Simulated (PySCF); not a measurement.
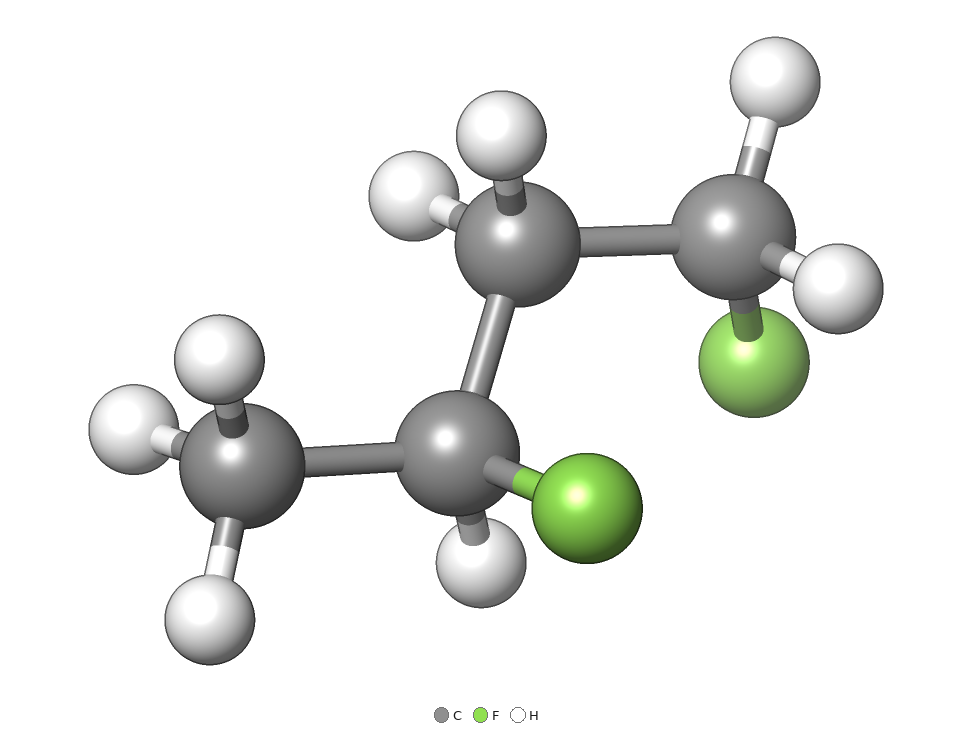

The geometry was computed by an optimisation with PBE0-D3(BJ)/def2-SVP. No frequency run is at hand to confirm it as a minimum.

Give the structural formula.

SMILES: C[C@H](F)CCF

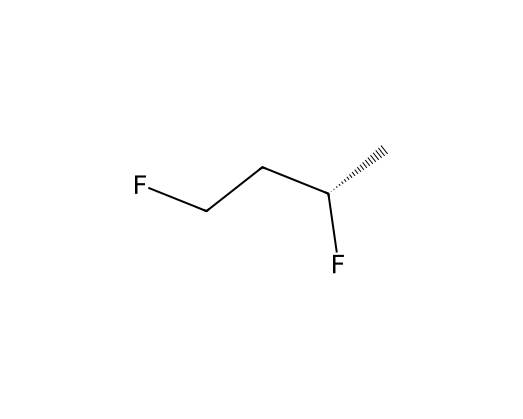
